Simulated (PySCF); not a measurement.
# CH7NOSi3: NMR shifts at several levels of theory, part 2 of 2

PySCF 2.14.0. Atoms count from 0. Earlier steps stand in the parts before.

**8. NMR shieldings: KT2/pcSseg-1**

The job: settings as JSON, then the geometry in Å.

```
{"job": {"kind": "nmr", "xc": "KT2", "basis": "pcSseg-1", "pop": false}, "charge": 0, "multiplicity": 1}
N      0.727614     2.903692    -1.181434
C      0.418069     1.785481    -1.173133
Si    -0.125082    -0.001034    -1.101664
Si    -2.247235    -0.022959    -0.105050
O      0.977350    -0.836925    -0.204845
Si     1.905261    -0.815259     1.181171
H     -0.103806    -0.496317    -2.503083
H     -3.187712     0.809818    -0.912962
H     -2.750242    -1.428288    -0.038258
H     -2.131983     0.533917     1.276153
H      2.764944    -2.029529     1.168572
H      2.744346     0.417215     1.205746
H      1.013206    -0.836838     2.378449
```

With the program's defaults for keys left out, this is: GIAO KT2/pcSseg-1 NMR shielding, non-relativistic, gas phase.

Standard output:

```text
coarse grid: 12448 points
cycle   1  E = -1050.7965369704  dE =  3.522e-01  |g| = 9.182e-01  |ddm| = 3.326e+00
cycle   2  E = -1049.7574061033  dE =  1.039e+00  |g| = 2.324e+00  |ddm| = 3.413e+00
cycle   3  E = -1050.9444471871  dE = -1.187e+00  |g| = 2.260e-01  |ddm| = 3.037e+00
cycle   4  E = -1050.9458696692  dE = -1.422e-03  |g| = 2.340e-01  |ddm| = 3.248e-01
cycle   5  E = -1050.9563031216  dE = -1.043e-02  |g| = 9.346e-02  |ddm| = 1.843e-01
cycle   6  E = -1050.9584890043  dE = -2.186e-03  |g| = 1.089e-02  |ddm| = 9.031e-02
cycle   7  E = -1050.9585198209  dE = -3.082e-05  |g| = 3.187e-03  |ddm| = 1.608e-02
cycle   8  E = -1050.9585226289  dE = -2.808e-06  |g| = 7.683e-04  |ddm| = 4.881e-03
final grid: 106792 points
cycle   9  E = -1051.0545669518  dE = -1.687e-04  |g| = 2.147e-02  |ddm| = 3.482e-02
cycle  10  E = -1051.0544236106  dE =  1.433e-04  |g| = 3.227e-02  |ddm| = 3.815e-02
cycle  11  E = -1051.0545910808  dE = -1.675e-04  |g| = 1.337e-02  |ddm| = 3.149e-02
cycle  12  E = -1051.0546230410  dE = -3.196e-05  |g| = 5.401e-03  |ddm| = 9.716e-03
cycle  13  E = -1051.0546291535  dE = -6.112e-06  |g| = 1.146e-03  |ddm| = 3.979e-03
cycle  14  E = -1051.0546295131  dE = -3.596e-07  |g| = 5.912e-05  |ddm| = 1.227e-03
cycle  15  E = -1051.0546295140  dE = -9.732e-10  |g| = 2.007e-05  |ddm| = 1.158e-04
converged SCF energy = -1051.0546295140

GIAO shielding tensors (ppm)
atom      isotropic    diamagn.    paramagn.     s11        s22        s33       span
  0 N      -84.065     338.620    -422.685   -263.876   -252.691    264.373    528.249
  1 C       70.874     264.182    -193.307    -37.364    -34.190    284.177    321.541
  2 Si     399.147     882.162    -483.015    307.768    409.191    480.483    172.715
  3 Si     470.100     883.273    -413.173    459.999    474.449    475.851     15.852
  4 O      317.539     399.862     -82.323    232.453    336.077    384.087    151.635
  5 Si     391.401     881.636    -490.236    345.578    353.461    475.163    129.585
  6 H       25.597      27.416      -1.819     22.731     23.755     30.305      7.573
  7 H       27.685      28.324      -0.639     24.603     25.597     32.853      8.250
  8 H       27.586      28.890      -1.304     24.560     25.523     32.676      8.117
  9 H       27.436      30.090      -2.654     24.522     26.010     31.775      7.253
 10 H       26.069      27.880      -1.810     22.815     24.255     31.137      8.322
 11 H       25.811      29.222      -3.411     22.588     24.676     30.168      7.580
 12 H       25.984      29.880      -3.896     22.513     24.988     30.451      7.938
```

Wall time 19 s (1 thread of Arm Neoverse V2, shared host); peak memory 0.8 GiB.

In short: δ C1 112.3, N0 348.4, Si5 -30.4, Si2 -38.1, H6 5.58, H10 5.22 ppm (means over like atoms).

**9. Shielding tensors: KT3/pcSseg-1**

Settings changed since step 8:

```diff
@@ -1,2 +1,2 @@
-{"job": {"kind": "nmr", "xc": "KT2", "basis": "pcSseg-1", "pop": false}, "charge": 0, "multiplicity": 1}
+{"job": {"kind": "nmr", "xc": "KT3", "basis": "pcSseg-1", "pop": false}, "charge": 0, "multiplicity": 1}
 N      0.727614     2.903692    -1.181434
```

Method: GIAO KT3/pcSseg-1 NMR shielding, non-relativistic, gas phase.

Standard output:

```text
coarse grid: 12448 points
cycle   1  E = -1049.8996443461  dE =  3.301e-01  |g| = 9.310e-01  |ddm| = 3.360e+00
cycle   2  E = -1048.8868166760  dE =  1.013e+00  |g| = 2.307e+00  |ddm| = 3.320e+00
cycle   3  E = -1050.0503599947  dE = -1.164e+00  |g| = 2.571e-01  |ddm| = 2.938e+00
cycle   4  E = -1050.0508935815  dE = -5.336e-04  |g| = 2.726e-01  |ddm| = 3.277e-01
cycle   5  E = -1050.0658835679  dE = -1.499e-02  |g| = 8.628e-02  |ddm| = 2.072e-01
cycle   6  E = -1050.0677916842  dE = -1.908e-03  |g| = 1.027e-02  |ddm| = 8.882e-02
cycle   7  E = -1050.0678201658  dE = -2.848e-05  |g| = 3.023e-03  |ddm| = 1.551e-02
cycle   8  E = -1050.0678227149  dE = -2.549e-06  |g| = 6.647e-04  |ddm| = 4.511e-03
final grid: 106792 points
cycle   9  E = -1050.1531694932  dE = -1.412e-04  |g| = 2.547e-02  |ddm| = 3.979e-02
cycle  10  E = -1050.1529136787  dE =  2.558e-04  |g| = 4.292e-02  |ddm| = 4.772e-02
cycle  11  E = -1050.1532304204  dE = -3.167e-04  |g| = 1.045e-02  |ddm| = 3.945e-02
cycle  12  E = -1050.1532436951  dE = -1.327e-05  |g| = 6.208e-03  |ddm| = 8.962e-03
cycle  13  E = -1050.1532522208  dE = -8.526e-06  |g| = 8.065e-04  |ddm| = 3.842e-03
cycle  14  E = -1050.1532524176  dE = -1.968e-07  |g| = 5.762e-05  |ddm| = 9.493e-04
cycle  15  E = -1050.1532524185  dE = -8.317e-10  |g| = 1.807e-05  |ddm| = 9.778e-05
converged SCF energy = -1050.1532524185

GIAO shielding tensors (ppm)
atom      isotropic    diamagn.    paramagn.     s11        s22        s33       span
  0 N      -80.492     338.576    -419.068   -262.049   -250.272    270.845    532.894
  1 C       70.806     264.684    -193.878    -37.450    -34.523    284.391    321.841
  2 Si     406.783     881.520    -474.737    320.892    417.576    481.881    160.989
  3 Si     468.926     882.585    -413.659    461.022    472.401    473.355     12.333
  4 O      317.600     400.260     -82.660    242.265    333.001    377.534    135.268
  5 Si     401.113     881.003    -479.890    358.962    367.268    477.109    118.147
  6 H       26.000      27.633      -1.633     23.158     24.170     30.671      7.513
  7 H       27.944      28.599      -0.654     24.943     25.898     32.993      8.050
  8 H       27.851      29.195      -1.344     24.902     25.829     32.823      7.921
  9 H       27.704      30.472      -2.768     24.846     26.309     31.955      7.109
 10 H       26.428      28.120      -1.692     23.192     24.621     31.472      8.279
 11 H       26.170      29.528      -3.357     22.966     25.044     30.500      7.534
 12 H       26.339      30.213      -3.874     22.888     25.355     30.775      7.887
```

It took 19 s on 1 thread of Arm Neoverse V2, shared host; peak memory 0.8 GiB.

Key values: δ C1 111.5, N0 342.5, Si5 -35.6, Si2 -41.3, H6 5.32, H10 5.01 ppm (means over like atoms).

**10. Shielding tensors: B97-D/pcSseg-1**

Settings changed since step 9:

```diff
@@ -1,2 +1,2 @@
-{"job": {"kind": "nmr", "xc": "KT3", "basis": "pcSseg-1", "pop": false}, "charge": 0, "multiplicity": 1}
+{"job": {"kind": "nmr", "xc": "B97-D", "basis": "pcSseg-1", "pop": false}, "charge": 0, "multiplicity": 1}
 N      0.727614     2.903692    -1.181434
```

With the program's defaults for keys left out, this is: GIAO B97-D/pcSseg-1 NMR shielding, non-relativistic, gas phase.

Standard output:

```text
coarse grid: 12448 points
cycle   1  E = -1040.4499332963  dE =  3.124e-01  |g| = 9.327e-01  |ddm| = 3.391e+00
cycle   2  E = -1039.4649025398  dE =  9.850e-01  |g| = 2.310e+00  |ddm| = 3.139e+00
cycle   3  E = -1040.5951573453  dE = -1.130e+00  |g| = 2.792e-01  |ddm| = 2.768e+00
cycle   4  E = -1040.5975171776  dE = -2.360e-03  |g| = 2.795e-01  |ddm| = 3.253e-01
cycle   5  E = -1040.6129810610  dE = -1.546e-02  |g| = 8.903e-02  |ddm| = 2.156e-01
cycle   6  E = -1040.6149783591  dE = -1.997e-03  |g| = 9.440e-03  |ddm| = 8.889e-02
cycle   7  E = -1040.6150038191  dE = -2.546e-05  |g| = 3.272e-03  |ddm| = 1.588e-02
cycle   8  E = -1040.6150068372  dE = -3.018e-06  |g| = 5.445e-04  |ddm| = 4.578e-03
final grid: 106792 points
cycle   9  E = -1040.6494543426  dE = -6.566e-05  |g| = 1.027e-02  |ddm| = 2.881e-02
cycle  10  E = -1040.6494244826  dE =  2.986e-05  |g| = 1.437e-02  |ddm| = 1.786e-02
cycle  11  E = -1040.6494482535  dE = -2.377e-05  |g| = 9.859e-03  |ddm| = 1.403e-02
cycle  12  E = -1040.6494695680  dE = -2.131e-05  |g| = 1.883e-03  |ddm| = 6.126e-03
cycle  13  E = -1040.6494702793  dE = -7.113e-07  |g| = 6.184e-04  |ddm| = 1.823e-03
cycle  14  E = -1040.6494703559  dE = -7.658e-08  |g| = 4.499e-05  |ddm| = 5.464e-04
cycle  15  E = -1040.6494703565  dE = -6.701e-10  |g| = 1.598e-05  |ddm| = 9.275e-05
converged SCF energy = -1040.6494703565

GIAO shielding tensors (ppm)
atom      isotropic    diamagn.    paramagn.     s11        s22        s33       span
  0 N      -93.051     338.299    -431.350   -279.451   -270.223    270.522    549.973
  1 C       61.594     264.238    -202.644    -50.925    -48.505    284.213    335.138
  2 Si     390.328     880.208    -489.880    304.048    401.518    465.418    161.371
  3 Si     450.810     881.383    -430.573    442.601    454.435    455.395     12.795
  4 O      318.149     400.439     -82.290    244.550    333.479    376.420    131.870
  5 Si     384.991     879.670    -494.679    344.069    352.118    458.787    114.718
  6 H       26.081      27.740      -1.659     23.225     24.272     30.746      7.521
  7 H       28.001      28.653      -0.652     25.040     25.989     32.974      7.934
  8 H       27.909      29.259      -1.350     24.997     25.922     32.808      7.812
  9 H       27.768      30.564      -2.796     24.968     26.404     31.932      6.964
 10 H       26.495      28.179      -1.685     23.232     24.704     31.549      8.316
 11 H       26.235      29.556      -3.320     23.015     25.133     30.558      7.543
 12 H       26.404      30.229      -3.825     22.933     25.450     30.830      7.897
```

Run time: 19 s. Hardware: 1 thread of Arm Neoverse V2, shared host; peak memory 0.8 GiB.

Key values: δ C1 117.6, N0 353.9, Si5 -37.8, Si2 -43.1, H6 5.33, H10 5.03 ppm (means over like atoms).

**11. NMR shieldings: B3LYP/pcSseg-1**

Settings changed since step 10:

```diff
@@ -1,2 +1,2 @@
-{"job": {"kind": "nmr", "xc": "B97-D", "basis": "pcSseg-1", "pop": false}, "charge": 0, "multiplicity": 1}
+{"job": {"kind": "nmr", "xc": "B3LYP", "basis": "pcSseg-1", "pop": false}, "charge": 0, "multiplicity": 1}
 N      0.727614     2.903692    -1.181434
```

With the program's defaults for keys left out, this is: GIAO B3LYP/pcSseg-1 NMR shielding, non-relativistic, gas phase.

Standard output:

```text
coarse grid: 12448 points
cycle   1  E = -1040.6735995581  dE =  2.826e-01  |g| = 8.718e-01  |ddm| = 3.334e+00
cycle   2  E = -1040.2081862742  dE =  4.654e-01  |g| = 1.745e+00  |ddm| = 2.050e+00
cycle   3  E = -1040.8056214253  dE = -5.974e-01  |g| = 1.938e-01  |ddm| = 1.608e+00
cycle   4  E = -1040.8095716034  dE = -3.950e-03  |g| = 1.451e-01  |ddm| = 1.741e-01
cycle   5  E = -1040.8137314651  dE = -4.160e-03  |g| = 3.650e-02  |ddm| = 1.085e-01
cycle   6  E = -1040.8140534556  dE = -3.220e-04  |g| = 3.233e-03  |ddm| = 3.521e-02
cycle   7  E = -1040.8140561921  dE = -2.736e-06  |g| = 9.714e-04  |ddm| = 4.780e-03
final grid: 106792 points
cycle   8  E = -1040.8574852263  dE = -8.400e-06  |g| = 3.291e-03  |ddm| = 1.145e-02
cycle   9  E = -1040.8574827788  dE =  2.447e-06  |g| = 4.868e-03  |ddm| = 5.784e-03
cycle  10  E = -1040.8574869069  dE = -4.128e-06  |g| = 1.267e-03  |ddm| = 3.808e-03
cycle  11  E = -1040.8574872239  dE = -3.170e-07  |g| = 4.050e-04  |ddm| = 9.720e-04
cycle  12  E = -1040.8574872562  dE = -3.234e-08  |g| = 7.142e-05  |ddm| = 2.766e-04
cycle  13  E = -1040.8574872573  dE = -1.052e-09  |g| = 1.534e-05  |ddm| = 6.602e-05
cycle  14  E = -1040.8574872573  dE = -5.275e-11  |g| = 3.019e-06  |ddm| = 1.802e-05
converged SCF energy = -1040.8574872573

GIAO shielding tensors (ppm)
atom      isotropic    diamagn.    paramagn.     s11        s22        s33       span
  0 N     -111.726     338.932    -450.657   -306.891   -299.030    270.744    577.635
  1 C       54.936     264.130    -209.194    -62.864    -60.774    288.447    351.312
  2 Si     380.169     879.068    -498.899    292.031    393.166    455.310    163.279
  3 Si     444.302     880.442    -436.139    435.808    447.998    449.101     13.293
  4 O      320.361     400.917     -80.556    248.599    333.649    378.836    130.236
  5 Si     377.558     878.619    -501.061    336.427    344.560    451.689    115.262
  6 H       26.137      27.679      -1.542     23.289     24.272     30.850      7.560
  7 H       27.978      28.514      -0.536     24.958     25.921     33.055      8.097
  8 H       27.879      29.105      -1.225     24.896     25.844     32.898      8.002
  9 H       27.733      30.376      -2.643     24.873     26.322     32.005      7.133
 10 H       26.499      28.078      -1.579     23.217     24.665     31.616      8.399
 11 H       26.261      29.426      -3.165     23.024     25.173     30.587      7.563
 12 H       26.438      30.069      -3.632     22.952     25.493     30.868      7.916
```

It took 15 s on 1 thread of Arm Neoverse V2, shared host; peak memory 0.88 GiB.

This run: δ C1 124.3, N0 375.3, Si5 -39.7, Si2 -42.3, H6 5.25, H10 4.98 ppm (means over like atoms).

**12. Run by run: NMR shifts**

Shifts (ppm) of some atoms, chosen among heavy atoms and hydrogens apart, means over like atoms, with basis size and wall time:

| run | C1 | H6 | H10 | N0 | Si5 | Si3 | O4 | functions | time |
| --- | --- | --- | --- | --- | --- | --- | --- | --- | --- |
| HF/pcSseg-1 | 132.7 | 4.75 | 4.56 | 388.6 | -40.9 | -93.6 | -7.8 | 158 | 8.6 s |
| LDA/pcSseg-1 | 127.4 | 5.89 | 5.53 | 388.9 | -28.5 | -120.0 | 22.8 | 158 | 15 s |
| PBE/pcSseg-1 | 121.4 | 5.60 | 5.27 | 370.6 | -34.1 | -112.1 | 17.5 | 158 | 19 s |
| BLYP/pcSseg-1 | 119.9 | 5.41 | 5.12 | 370.6 | -41.6 | -110.5 | 21.8 | 158 | 19 s |
| BP86/pcSseg-1 | 121.2 | 5.57 | 5.24 | 367.1 | -33.6 | -109.8 | 15.9 | 158 | 19 s |
| OPBE/pcSseg-1 | 118.3 | 5.52 | 5.19 | 353.5 | -30.1 | -104.0 | 8.7 | 158 | 19 s |
| KT2/pcSseg-1 | 112.3 | 5.58 | 5.22 | 348.4 | -30.4 | -109.1 | 13.1 | 158 | 19 s |
| KT3/pcSseg-1 | 111.5 | 5.32 | 5.01 | 342.5 | -35.6 | -103.4 | 11.4 | 158 | 19 s |
| B97-D/pcSseg-1 | 117.6 | 5.33 | 5.03 | 353.9 | -37.8 | -103.6 | 12.2 | 158 | 19 s |
| B3LYP/pcSseg-1 | 124.3 | 5.25 | 4.98 | 375.3 | -39.7 | -106.4 | 13.7 | 158 | 15 s |

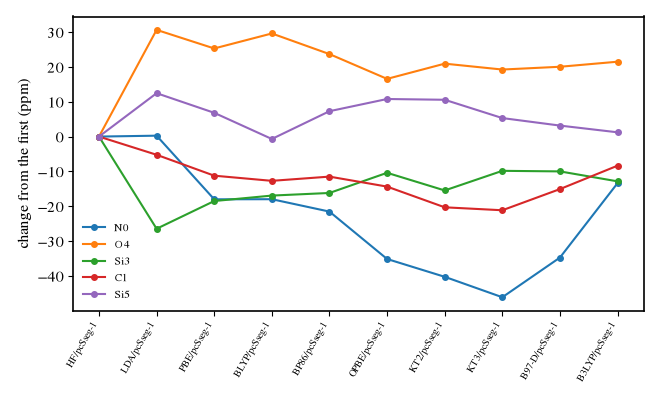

How five of the tabulated atoms move from run to run.

**13. Summary of results**

The summary covers parts 1 to 2.

```
                                                            quantity                    value
                                ¹³C shifts against TMS (HF/pcSseg-1)                132.7 ppm
¹H shifts against TMS (HF/pcSseg-1, means over atoms taken as alike)     4.75, 4.56, 3.44 ppm
                                ¹⁵N shifts against NH3 (HF/pcSseg-1)                388.6 ppm
                               ²⁹Si shifts against TMS (HF/pcSseg-1)  -39.7, -40.9, -93.6 ppm
                                ¹⁷O shifts against H2O (HF/pcSseg-1)                 -7.8 ppm
                                            range of the shift of N0       342.5 to 388.9 ppm
```

Single values in the summary come from the first sound run of each kind (HF/pcSseg-1), which need not be the best level. At HF/pcSseg-1: Shielding is most anisotropic at N0 (span 592 ppm, paramagnetic term -460 ppm). In ppm, N0 moves most: its shift spreads over 46.4 ppm, from 342.5 (KT3/pcSseg-1) to 388.9 (LDA/pcSseg-1).
